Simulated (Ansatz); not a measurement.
# What NaGeCl3 (model cell, started as cubic perovskite with Ge in the octahedra) distorts into, part 2 of 3

Aim: this structure of NaGeCl3 (model cell, started as cubic perovskite with Ge in the octahedra) is to be tested for unstable modes, and one is followed downhill.

Ansatz 0.2.0; DFT PBEsol, scalar-relativistic, plane waves, PAW; PAW set soft_1.

So far, highest frequency on the path or at a solved wavevector (cm⁻¹): step 2 (the dispersion) 269. Also lowest frequency on the path (cm⁻¹): step 2 -89.5.

The structure was built from a prototype and need not be the compound's stable phase.

**5. Energy along the mode, all amplitudes (two of the runs are shown above)**

An imaginary frequency means negative curvature, so the energy should fall and then rise again as anharmonic terms take over.

Numbers from this step:

- depth at the lowest point sampled: 17.85 meV/atom
- largest atomic shift at that point: 0.6 Å

The energy from the parent by largest atomic shift:

```
largest atomic shift (Å)  energy from the parent (meV/atom)
                   0.000                                  0
                   0.040                             -0.104
                   0.080                             -0.417
                   0.140                              -1.27
                   0.220                              -3.07
                   0.320                              -6.29
                   0.450                              -11.6
                   0.600                              -17.8
```

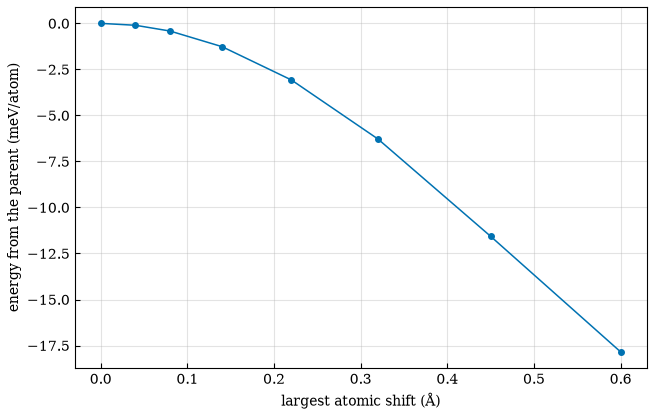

Energy from the parent, plotted against largest atomic shift.

Displacement at unit largest shift by atom:

```
atom   x (Å)   y (Å)   z (Å)   size
 Na1   0.000   0.707  -0.707  1.000
 Na2   0.000  -0.707   0.707  1.000
 Ge3   0.000   0.000   0.000  0.000
 Ge4   0.000   0.000   0.000  0.000
 Cl5   0.133   0.000   0.000  0.133
 Cl6  -0.133   0.000   0.000  0.133
 Cl7  -0.133   0.000   0.000  0.133
 Cl8   0.133   0.000   0.000  0.133
 Cl9   0.000  -0.133   0.133  0.188
Cl10   0.000   0.133  -0.133  0.188
```

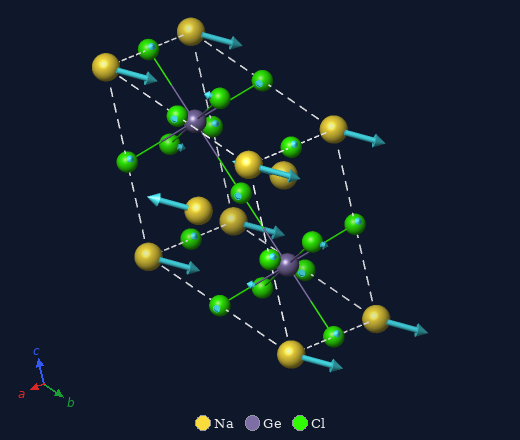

Displacement at unit largest shift as arrows, the longest 1.000 Å. Some periodic images of atoms are drawn too.

The lowest of the steps tried is the last one, at 0.6 Å, 17.8 meV/atom below the parent; the bottom of the well need not coincide with a step.

**6. Relaxation from the frozen mode**

Starting from the lowest point found, all atoms and the cell are let go, so that strain and other modes of the same symmetry can join in.

input.yaml reads:

```yaml
crystal:
  lattice:
    - [5.1274103071, 5.1274103071, 0.0]
    - [5.1274103071, 0.0, 5.1274103071]
    - [5.1274103071, 0.0, -5.1274103071]
  atoms:
    - { symbol: Na, position: [0.082744318, 0.417255682, 0.5] }
    - { symbol: Na, position: [-0.082744318, 0.082744318, 1.0] }
    - { symbol: Ge, position: [0.5, 0.25, 0.75] }
    - { symbol: Ge, position: [0.5, 0.75, 0.25] }
    - { symbol: Cl, position: [0.5, 0.0077745519, 1.0077745519] }
    - { symbol: Cl, position: [0.5, 0.4922254481, 0.4922254481] }
    - { symbol: Cl, position: [0.0, 0.4922254481, -0.0077745519] }
    - { symbol: Cl, position: [0.0, 0.0077745519, 0.5077745519] }
    - { symbol: Cl, position: [0.4844508962, 0.0155491038, 0.5] }
    - { symbol: Cl, position: [0.5155491038, 0.4844508962, 0.0] }
kpoints:
  mp_grid: { grid: [10, 10, 10] }
hamiltonian:
  xc: pbesol
  pseudopotentials: { kind: paw, azcp: { folder: soft_1 }, xc_functional: pbe }
scf:
  occupations: { method: fixed }
output:
  forces: true
  stress: true
  eigenvalues: true
relax:
  adjacent_minimum: "off"
  f_tol: 0.002
  max_steps: 120
  cell: { stress_tol: 0.03 }
```

Command:

```console
> ansatz run input.yaml --threads 8 --pin off --max-ram 16384MiB --backend cpu --events-out ev --progress --plain --runs-dir out
```

Numbers of over 12 decimals in the logs are rounded to 6 here.

The log of the run:

```text
[...]
Crystal: 10 atoms, lattice volume = 269.603 Å³
Basis set: ecut = 420 eV, 5209 PW (Γ), exchange–correlation on 100×100×100 points (8 copies of the dense FFT grid, shifted against one another)
Bands: 54, of which v1, the nominal top of the filled ones, is band 44 counted from 1 (43 counted from 0)
Symmetry: 8 space group operations
[...]
k-points: 171 of 1000
[...]
SCF iter   1: F=—  HF=-17837.462571 eV  |F-HF|=—  |Δ(HF+E_count)|=         —  Δρ=5.08e-2  dr2=6.48e0  ethr=3.10e-3  ⟨swp⟩=5.0  Hψ=32589  notcnv=0  defer=1227
[...]
SCF iter  10: F=-17834.495885 eV  HF=-17834.495885 eV  |F-HF|=3.71e-8  |Δ(HF+E_count)|=   3.25e-7  Δρ=3.23e-6  dr2=3.87e-8  ethr=1.14e-10  ⟨swp⟩=17.5  Hψ=59766  notcnv=0
SCF 1 converged in 10 iterations: F = -17834.495885 eV  dr2 = 3.87e-8
[...]
relax step   1: F+E_penalty+E_count = -17834.49588465 eV  Δ(F+E_penalty+E_count) = +0.000e0 eV  max|allowed force component| = 1.258e-1 eV/Å  Δτ_max = 0.0000 Å  P = +0.401 GPa  Ω = 269.603 Å³  (10 SCF iters, dr2 threshold 1.00e-7 eV, accepted)
Crystal: 10 atoms, lattice volume = 275.332 Å³
Basis set: ecut = 420 eV, 5385 PW (Γ), exchange–correlation on 100×100×100 points (8 copies of the dense FFT grid, shifted against one another)
[...]
iter 1 solved again at ethr=2.00e-4 eV; its pass at ethr=3.10e-3 eV (dr2=1.76e-1 eV) is discarded
[...]
SCF iter   7: F=-17834.547187 eV  HF=-17834.547186 eV  |F-HF|=1.00e-6  |Δ(HF+E_count)|=   1.31e-5  Δρ=1.34e-5  dr2=7.90e-7  ethr=1.13e-9  ⟨swp⟩=13.6  Hψ=60477  notcnv=0
SCF 2 converged in 7 iterations: F = -17834.547187 eV  dr2 = 7.90e-7
relax step   2: F+E_penalty+E_count = -17834.54718711 eV  Δ(F+E_penalty+E_count) = -5.130e-2 eV  max|allowed force component| = 1.522e-1 eV/Å  Δτ_max = 0.1415 Å  P = -0.175 GPa  Ω = 275.332 Å³  energy of the carried Pulay correction = -3.272e-4 eV  (7 SCF iters, dr2 threshold 9.97e-7 eV, accepted)
Crystal: 10 atoms, lattice volume = 278.871 Å³
Basis set: ecut = 420 eV, 5461 PW (Γ), exchange–correlation on 100×100×100 points (8 copies of the dense FFT grid, shifted against one another)
[...]
SCF iter   7: F=-17834.639719 eV  HF=-17834.639719 eV  |F-HF|=6.84e-9  |Δ(HF+E_count)|=   6.77e-6  Δρ=1.29e-5  dr2=7.18e-7  ethr=1.14e-9  ⟨swp⟩=14.6  Hψ=59795  notcnv=0
SCF 3 converged in 7 iterations: F = -17834.639719 eV  dr2 = 7.18e-7
relax step   3: F+E_penalty+E_count = -17834.63971890 eV  Δ(F+E_penalty+E_count) = -9.253e-2 eV  max|allowed force component| = 1.704e-1 eV/Å  Δτ_max = 0.1957 Å  P = -0.253 GPa  Ω = 278.871 Å³  energy of the carried Pulay correction = -5.258e-4 eV  (7 SCF iters, dr2 threshold 1.00e-6 eV, accepted)
[... from here on, the SCF cycles and remarks between the steps are left out ...]
relax step   4: F+E_penalty+E_count = -17834.75562080 eV  Δ(F+E_penalty+E_count) = -1.159e-1 eV  max|allowed force component| = 1.468e-1 eV/Å  Δτ_max = 0.1956 Å  P = -0.129 GPa  Ω = 280.643 Å³  energy of the carried Pulay correction = -6.244e-4 eV  (7 SCF iters, dr2 threshold 1.00e-6 eV, accepted)
relax step   5: F+E_penalty+E_count = -17834.84832901 eV  Δ(F+E_penalty+E_count) = -9.271e-2 eV  max|allowed force component| = 9.529e-2 eV/Å  Δτ_max = 0.1904 Å  P = -0.131 GPa  Ω = 280.912 Å³  energy of the carried Pulay correction = -6.393e-4 eV  (7 SCF iters, dr2 threshold 1.00e-6 eV, accepted)
relax step   6: F+E_penalty+E_count = -17834.88882890 eV  Δ(F+E_penalty+E_count) = -4.050e-2 eV  max|allowed force component| = 7.485e-2 eV/Å  Δτ_max = 0.1129 Å  P = +0.448 GPa  Ω = 272.189 Å³  energy of the carried Pulay correction = -1.485e-4 eV  (6 SCF iters, dr2 threshold 5.68e-7 eV, accepted)
relax step   7: F+E_penalty+E_count = -17834.91320340 eV  Δ(F+E_penalty+E_count) = -2.437e-2 eV  max|allowed force component| = 3.992e-2 eV/Å  Δτ_max = 0.0830 Å  P = +0.225 GPa  Ω = 271.681 Å³  energy of the carried Pulay correction = -1.195e-4 eV  (7 SCF iters, dr2 threshold 1.00e-6 eV, accepted)
relax step   8: F+E_penalty+E_count = -17834.92876043 eV  Δ(F+E_penalty+E_count) = -1.556e-2 eV  max|allowed force component| = 3.338e-2 eV/Å  Δτ_max = 0.1034 Å  P = -0.108 GPa  Ω = 270.711 Å³  energy of the carried Pulay correction = -6.383e-5 eV  (7 SCF iters, dr2 threshold 2.46e-7 eV, accepted)
relax step   9: F+E_penalty+E_count = -17834.95342852 eV  Δ(F+E_penalty+E_count) = -2.467e-2 eV  max|allowed force component| = 8.420e-2 eV/Å  Δτ_max = 0.1900 Å  P = -0.169 GPa  Ω = 265.468 Å³  energy of the carried Pulay correction = +2.405e-4 eV  (9 SCF iters, dr2 threshold 6.96e-8 eV, accepted)
relax step  10: F+E_penalty+E_count = -17835.03202364 eV  Δ(F+E_penalty+E_count) = -7.860e-2 eV  max|allowed force component| = 1.236e-1 eV/Å  Δτ_max = 0.1943 Å  P = -0.356 GPa  Ω = 258.573 Å³  energy of the carried Pulay correction = +6.498e-4 eV  (8 SCF iters, dr2 threshold 4.43e-7 eV, accepted)
relax step  11: F+E_penalty+E_count = -17835.15668719 eV  Δ(F+E_penalty+E_count) = -1.247e-1 eV  max|allowed force component| = 1.137e-1 eV/Å  Δτ_max = 0.2000 Å  P = -0.229 GPa  Ω = 252.053 Å³  energy of the carried Pulay correction = +1.047e-3 eV  (7 SCF iters, dr2 threshold 1.00e-6 eV, accepted)
relax step  12: F+E_penalty+E_count = -17835.17744707 eV  Δ(F+E_penalty+E_count) = -2.076e-2 eV  max|allowed force component| = 1.243e-1 eV/Å  Δτ_max = 0.1949 Å  P = +0.212 GPa  Ω = 246.391 Å³  energy of the carried Pulay correction = +1.400e-3 eV  (7 SCF iters, dr2 threshold 8.08e-7 eV, accepted)
relax step  13: F+E_penalty+E_count = -17835.19945403 eV  Δ(F+E_penalty+E_count) = -2.201e-2 eV  max|allowed force component| = 5.508e-3 eV/Å  Δτ_max = 0.0563 Å  P = -0.004 GPa  Ω = 248.310 Å³  energy of the carried Pulay correction = +1.279e-3 eV  (6 SCF iters, dr2 threshold 1.00e-6 eV, accepted)
relax step  14: F+E_penalty+E_count = -17835.20020467 eV  Δ(F+E_penalty+E_count) = -7.506e-4 eV  max|allowed force component| = 2.202e-3 eV/Å  Δτ_max = 0.0162 Å  P = +0.012 GPa  Ω = 248.199 Å³  energy of the carried Pulay correction = +1.286e-3 eV  (6 SCF iters, dr2 threshold 3.14e-8 eV, accepted)
relax step  15: F+E_penalty+E_count = -17835.20017407 eV  Δ(F+E_penalty+E_count) = +3.060e-5 eV  max|allowed force component| = 4.322e-3 eV/Å  Δτ_max = 0.0054 Å  P = -0.005 GPa  Ω = 248.387 Å³  energy of the carried Pulay correction = +1.275e-3 eV  (7 SCF iters, dr2 threshold 3.03e-10 eV, rejected (line search))
relax step  16: F+E_penalty+E_count = -17835.20022081 eV  Δ(F+E_penalty+E_count) = -1.614e-5 eV  max|allowed force component| = 8.430e-5 eV/Å  Δτ_max = 0.0022 Å  P = -0.001 GPa  Ω = 248.318 Å³  energy of the carried Pulay correction = +1.279e-3 eV  (7 SCF iters, accepted)
Basis set: ecut = 420 eV, 4863 PW (Γ), exchange–correlation on 96×96×96 points (8 copies of the dense FFT grid, shifted against one another)
[...]
SCF iter   6: F=-17835.199286 eV  HF=-17835.199286 eV  |F-HF|=3.27e-11  |Δ(HF+E_count)|=  8.37e-11  Δρ=5.56e-8  dr2=2.28e-12  ethr=1.00e-12  ⟨swp⟩=4.0  Hψ=31806  notcnv=0
SCF 17 converged in 6 iterations: F = -17835.199286 eV  dr2 = 2.28e-12
relax step  17: F+E_penalty+E_count = -17835.19928626 eV  Δ(F+E_penalty+E_count) = +9.346e-4 eV  max|allowed force component| = 1.240e-4 eV/Å  Δτ_max = 0.0000 Å  P = -0.004 GPa  Ω = 248.318 Å³  stress off target by 4.33e-3 GPa  SCF on the basis re-selected at this cell (its energy is not comparable with the rows above)  (6 SCF iters)
basis re-selected at this cell: Δ(F+E_penalty+E_count) = +9.346e-4 eV, ΔP = -0.003 GPa vs the last step (what re-selecting the basis moved, of the pressure what is left beyond the Pulay correction that the steps carried, after the strain that the cell walked since its last selection, with what the two solves' SCF thresholds leave and, on support functions, any second-order correction that the steps lacked; it is no measure of the basis error at this ecutwfc). The dense FFT grid was sized anew with the basis: this SCF ran on 48×48×48 points, the steps before it on 50×50×50, so part of this shift can come from that change (see relax.cell in the input reference). [rest of the remark cut]
SCF converged after 6 iterations
Free energy (F): -17835.199286 eV
[...]
Internal energy: -17835.199286 eV  (E = F + TS)
E sigma→0 (E₀):  -17835.199286 eV
Fermi energy:    4.086682 eV
[...]
--- Forces (eV/Å), atoms counted from 1 ---
  atom   1  Na     0.00000000    -0.00003719     0.00003719
  atom   2  Na     0.00000000     0.00003719    -0.00003719
  atom   3  Ge    -0.00000000    -0.00000000     0.00000000
  atom   4  Ge     0.00000000     0.00000000     0.00000000
  atom   5  Cl     0.00012395    -0.00000000    -0.00000000
  atom   6  Cl    -0.00012395     0.00000000    -0.00000000
  atom   7  Cl    -0.00012395    -0.00000000    -0.00000000
  atom   8  Cl     0.00012395     0.00000000    -0.00000000
  atom   9  Cl     0.00000000    -0.00000924     0.00000924
  atom  10  Cl     0.00000000     0.00000924    -0.00000924
  max |Σ_I F_I| component: 3.90e-18 eV/Å
--- Stress (GPa, compression-positive) ---
       -0.004299      -0.000000       0.000000
       -0.000000      -0.003237       0.001098
        0.000000       0.001098      -0.003237
  P = ⅓ Tr σ = -0.0036 GPa (-0.036 kbar)
--- Band table (eV; the first three rows and the last of 171) ---
  k-point 0: bands = [... 40 lower, 1.4261, 1.6162, 1.6935, 4.0867, 5.3586, 5.6800, 5.9574, 7.2156, ... 6 higher]
  k-point 1: bands = [... 40 lower, 1.3888, 1.6145, 1.7804, 3.9334, 5.4713, 5.7786, 6.0719, 7.2872, ... 6 higher]
  k-point 2: bands = [... 40 lower, 1.3975, 1.5964, 1.9141, 3.5778, 5.7844, 6.0160, 6.3656, 7.4780, ... 6 higher]
  k-point 170: bands = [... 40 lower, 1.2104, 1.6426, 1.9832, 2.9802, 5.4911, 6.2218, 6.2829, 8.1286, ... 6 higher]
--- Relaxed structure (16 steps of the walk, 15 accepted, 1 SCFs on fresh bases) ---
  F+E_penalty+E_count = -17835.19928626 eV   max|allowed force component| = 1.240e-4 eV/Å   (the final SCF, on the basis selected at the relaxed cell)
  cell:  # Å, volume = 248.3180 Å³
    - [4.935173, 5.018114, 0.153253]
    - [4.935173, 0.153253, 5.018114]
    - [4.935173, -0.153253, -5.018114]
  atoms:
    - { symbol: Na, position: [0.046919, 0.453081, 0.5] }
    - { symbol: Na, position: [-0.046919, 0.046919, 1.000000] }
    - { symbol: Ge, position: [0.5, 0.25, 0.75] }
    - { symbol: Ge, position: [0.5, 0.75, 0.25] }
    - { symbol: Cl, position: [0.5, 0.072678, 1.072678] }
    - { symbol: Cl, position: [0.5, 0.427322, 0.427322] }
    - { symbol: Cl, position: [0.0, 0.427322, -0.072678] }
    - { symbol: Cl, position: [0.0, 0.072678, 0.572678] }
    - { symbol: Cl, position: [0.644343, -0.144343, 0.5] }
    - { symbol: Cl, position: [0.355657, 0.644343, -5.551115123125783e-17] }
```

The job ended after 5.9 min (8 threads of Arm Neoverse V1, shared host; peak memory 2.2 GiB).

(Part 2 of 3 ends here.)

[Logs are printed without paths, hosts, clocks, repeated set-up lines and the standing remarks that a program may print on its own settings, such as how far it seeks lower states.]

[Hosts, paths, dates, database ids (printed as entryN), source tags and the programs' standing remarks are cut or masked in the printed files.]
